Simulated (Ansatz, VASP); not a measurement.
# SnSO in two plane-wave programs

Wanted: the spread between two codes on one cell, functional and k mesh. The cell is invented: As first built, before any earlier steps moved the atoms: it takes the SnSeS structure with some of its atoms replaced by other elements, volume scaled by an estimate. It may not be a known or stable phase. The cell comes out of the VASP series on this material, whose earlier steps may have relaxed, scaled or displaced it; both programs get it as it stands.

Main program and level: Ansatz 0.2.0; plane waves, with VASP 6.6.1 beside it; band structure at PBE-EpsX.

## 1. Starting point

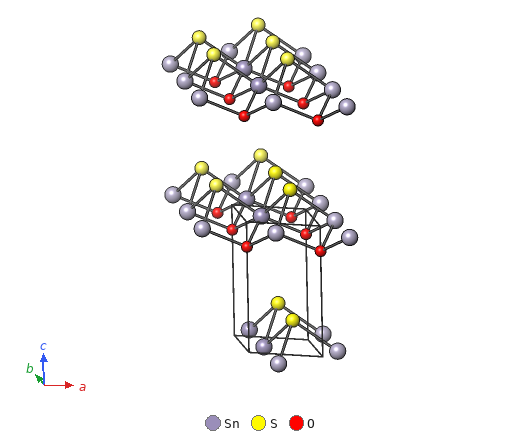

Start, viewed slightly off an axis; tin purple, sulfur yellow, oxygen red. 1×2×2 cells are drawn. Some periodic images of atoms are drawn too.

Structure file:

```xyz
3
Lattice="3.4671 0.0000 0.0000 -1.7336 3.0026 0.0000 0.0000 0.0000 5.9580" Properties=species:S:1:pos:R:3 pbc="T T T"
Sn    0.0000    2.0017    5.7633
S     1.7336    1.0009    1.3372
O     0.0000    0.0000    4.8154
```

## 2. VASP: band structure, PBE-EpsX

Levels along a path test the potential and the projectors away from the mesh points.

Lines of VASP's logs that name or quote its potential files are left out, and so is its time.

File INCAR:

```
SYSTEM = SnSO
PREC = Accurate
ENCUT = 520
EDIFF = 1E-06
NELM = 100
ISMEAR = 0
SIGMA = 0.02
LREAL = .FALSE.
ALGO = Normal
LHFCALC = .TRUE.
AEXX = 0.177
GGA = PE
LASPH = .TRUE.
PRECFOCK = Fast
HFRCUT = -1
LORBIT = 11
LWAVE = .FALSE.
LCHARG = .FALSE.
KPAR = 4
```

File POSCAR:

```
SnSO
1.0
    3.4671176086      0.0000000000      0.0000000000
   -1.7335588043      3.0026124474      0.0000000000
    0.0000000000      0.0000000000      5.9579538463
Sn S O
1 1 1
Direct
    0.3333333300      0.6666666700      0.9673317131
    0.6666666700      0.3333333300      0.2244465511
    0.0000000000      0.0000000000      0.8082227358
```

File KPOINTS:

```
Automatic mesh
0
Gamma
5 5 3
0 0 0
```

File KPOINTS_OPT:

```
Line mode
6
Line-mode
Reciprocal
  0.00000000   0.00000000   0.00000000 GAMMA
  0.50000000   0.00000000   0.00000000 M

  0.50000000   0.00000000   0.00000000 M
  0.33333333   0.33333333   0.00000000 K

  0.33333333   0.33333333   0.00000000 K
  0.00000000   0.00000000   0.00000000 GAMMA

  0.00000000   0.00000000   0.00000000 GAMMA
  0.00000000   0.00000000   0.50000000 A

  0.00000000   0.00000000   0.50000000 A
  0.50000000   0.00000000   0.50000000 L

  0.50000000   0.00000000   0.50000000 L
  0.33333333   0.33333333   0.50000000 H

  0.33333333   0.33333333   0.50000000 H
  0.00000000   0.00000000   0.50000000 A

  0.50000000   0.00000000   0.50000000 L
  0.50000000   0.00000000   0.00000000 M

  0.33333333   0.33333333   0.00000000 K
  0.33333333   0.33333333   0.50000000 H
```

The projector-augmented-wave data sets are Sn_d, S and O (PBE family, release 64).

Run with:

```
mpirun -np 4 vasp_std
```

Numbers of over 12 decimals in the logs are rounded to 6 here.

The log of the run:

```text
[banner, memory and clock lines left out]
running    4 mpi-ranks, on    1 nodes
 distrk:  each k-point on    1 cores,    4 groups
 distr:  one band on    1 cores,    1 groups

 POSCAR found type information on POSCAR SnS O
 POSCAR found :  3 types and       3 ions
 LDA part: xc-table for (Slater+PW92), standard interpolation
 found WAVECAR, reading the header
 POSCAR, INCAR and KPOINTS ok, starting setup
 FFT: planning ... GRIDC
 FFT: planning ... GRID_SOFT
 FFT: planning ... GRID
 HFRCUT set to (new)   10.355694
 reading WAVECAR
 the WAVECAR file was read successfully
 initial charge from wavefunction
 entering main loop
       N       E                     dE             d eps       ncg     rms          rms(c)
DAV:   1    -0.189965175866E+02   -0.18997E+02   -0.33260E-01   533   0.569E+00    0.101E+00
DAV:   2    -0.190009758497E+02   -0.44583E-02   -0.28292E-02   530   0.156E+00    0.633E-01
DAV:   3    -0.190003128414E+02    0.66301E-03   -0.41279E-03   641   0.620E-01    0.411E-01
DAV:   5    -0.189999697462E+02    0.73892E-04   -0.23239E-04   525   0.127E-01    0.126E-01
DAV:   6    -0.189999431766E+02    0.26570E-04   -0.20954E-05   694   0.536E-02    0.745E-02
DAV:   7    -0.189999363884E+02    0.67882E-05   -0.14493E-05   616   0.321E-02    0.431E-02
DAV:   8    -0.189999347446E+02    0.16438E-05   -0.21721E-06   432   0.154E-02    0.253E-02
DAV:   9    -0.189999344141E+02    0.33057E-06   -0.92335E-07   230   0.101E-02
   1 F= -.18999934E+02 E0= -.18999934E+02  d E =-.140653E-12
 Start KPOINTS_OPT (optional k-point list driver)
k-point batch [1-12\54]
       N       E                     dE             ncg
DAV:   1     0.776471316562E+02   -0.88255E+04      416
DAV:   2    -0.268516289674E+04   -0.27628E+04      457
DAV:   3    -0.302656890953E+04   -0.34141E+03      485
DAV:   4    -0.304287350509E+04   -0.16305E+02      533
DAV:   5    -0.304325691114E+04   -0.38341E+00      614
DAV:   6    -0.304326621472E+04   -0.93036E-02      584
DAV:   7    -0.304326668778E+04   -0.47306E-03      648
DAV:   8    -0.304326669167E+04   -0.38933E-05      488
DAV:   9    -0.304326669178E+04   -0.11135E-06      448
[...]
k-point batch [49-54\54]
       N       E                     dE             ncg
DAV:   1     0.554782246120E+04   -0.60473E+04      205
DAV:   2     0.416728934659E+04   -0.13805E+04      228
DAV:   3     0.401490915727E+04   -0.15238E+03      281
DAV:   4     0.400951354552E+04   -0.53956E+01      240
DAV:   5     0.400939676949E+04   -0.11678E+00      272
DAV:   6     0.400939179117E+04   -0.49783E-02      288
DAV:   7     0.400939149172E+04   -0.29945E-03      312
DAV:   8     0.400939148934E+04   -0.23815E-05      280
DAV:   9     0.400939148930E+04   -0.43853E-07      232
```

From OUTCAR (step 2):

```text
ion  position               nearest neighbor table
   1  0.333  0.667  0.967-   3 2.21   3 2.21   3 2.21   2 2.52   2 2.52   2 2.52
   2  0.667  0.333  0.224-   1 2.52   1 2.52   1 2.52
   3  0.000  0.000  0.808-   1 2.21   1 2.21   1 2.21

  LATTYP: Found a hexagonal cell.
 ALAT       =     3.4671176086
 C/A-ratio  =     1.7184170019

 Subroutine GETGRP returns: Found  6 space group operations
 (whereof  6 operations were pure point group operations)

The static configuration has the point symmetry C_3v.

 Found     12 irreducible k-points:

   k-points           NKPTS =     12   k-points in BZ     NKDIM =     75   number of bands    NBANDS=     17

   dimension x,y,z NGX =    28 NGY =   28 NGZ =   48
   dimension x,y,z NGXF=    56 NGYF=   56 NGZF=   96

   ENCUT  =  520.0 eV  38.22 Ry    6.18 a.u.   6.45  6.45 11.08*2*pi/ulx,y,z

   NELECT =      26.0000    total number of electrons

 k-points in reciprocal lattice and weights: Automatic mesh
   0.00000000  0.00000000  0.00000000       0.013
   0.20000000 -0.00000000  0.00000000       0.080
   0.40000000 -0.00000000  0.00000000       0.080
   0.20000000  0.20000000  0.00000000       0.080
   0.40000000  0.20000000  0.00000000       0.080
   0.00000000  0.00000000  0.33333333       0.027
   0.20000000 -0.00000000  0.33333333       0.080
   0.00000000  0.20000000  0.33333333       0.080
   0.40000000 -0.00000000  0.33333333       0.080
   0.00000000  0.40000000  0.33333333       0.080
   0.20000000  0.20000000  0.33333333       0.160
   0.40000000  0.20000000  0.33333333       0.160

  exchange ACFDT corr.  =         0.00000000  see jH, gK, PRB 81, 115126

 average (electrostatic) potential at core
       1 -98.6566       2 -83.9241       3 -66.5020

 E-fermi :   3.0379

 k-point     1 :       0.0000    0.0000    0.0000
  band No.  band energies     occupation
    ...
      9       0.0617      2.00000
     10       0.0617      2.00000
     11       1.3841      2.00000
     12       2.9376      2.00000
     13       2.9376      2.00000
     14       4.5479      0.00000
     15       8.8911      0.00000
     16      11.1770      0.00000
     17      11.1770      0.00000

 k-point     2 :       0.2000   -0.0000    0.0000
  band No.  band energies     occupation
    ...
      9      -1.0361      2.00000
     10      -0.3434      2.00000
     11       1.0223      2.00000
     12       1.5887      2.00000
     13       2.6412      2.00000
     14       5.9214      0.00000
     15       8.9176      0.00000
     16      11.3255      0.00000
     17      12.0011      0.00000

 k-point     3 :       0.4000   -0.0000    0.0000
  band No.  band energies     occupation
    ...
      9      -2.1315      2.00000
     10      -0.9540      2.00000
     11      -0.0060      2.00000
     12       1.6148      2.00000
     13       2.2801      2.00000
     14       6.2495      0.00000
     15       8.9172      0.00000
     16      10.8322      0.00000
     17      11.7520      0.00000

  energy-cutoff  :      520.00
  volume of cell :       62.02
      direct lattice vectors                 reciprocal lattice vectors
     3.467117609  0.000000000  0.000000000     0.288424020  0.166521657  0.000000000
    -1.733558804  3.002612447  0.000000000     0.000000000  0.333043314  0.000000000
     0.000000000  0.000000000  5.957953846     0.000000000  0.000000000  0.167842858

 POSITION                                       TOTAL-FORCE (eV/Angst)
 -----------------------------------------------------------------------------------
     -0.00000      2.00174      5.76332        -0.000000     -0.000000      0.022427
      1.73356      1.00087      1.33724         0.000000      0.000000     -0.433925
      0.00000      0.00000      4.81535         0.000000      0.000000      0.411498
 -----------------------------------------------------------------------------------
    total drift:                               -0.000003      0.000019      0.000446

  FREE ENERGIE OF THE ION-ELECTRON SYSTEM (eV)
  ---------------------------------------------------
  free  energy   TOTEN  =       -18.9999344141 eV

  energy  without entropy=      -18.9999344141  energy(sigma->0) =      -18.99993441

 total charge
# of ion       s       p       d       tot
------------------------------------------
    1        0.955   0.984  10.201  12.140
    2        1.359   2.388   0.000   3.748
    3        1.577   3.374   0.000   4.951
--------------------------------------------------
tot          3.892   6.746  10.201  20.838

[... 3 further parts left out ...]
```

[end of part 1 of 2]

[Lines on the potential files, build, host, timing and source positions are cut from VASP's logs without a mark.]

[Logs are printed without paths, hosts, clocks, repeated set-up lines and the standing remarks that a program may print on its own settings, such as how far it seeks lower states.]

[Hosts, paths, dates, database ids (printed as entryN), source tags and the programs' standing remarks are cut or masked in the printed files.]
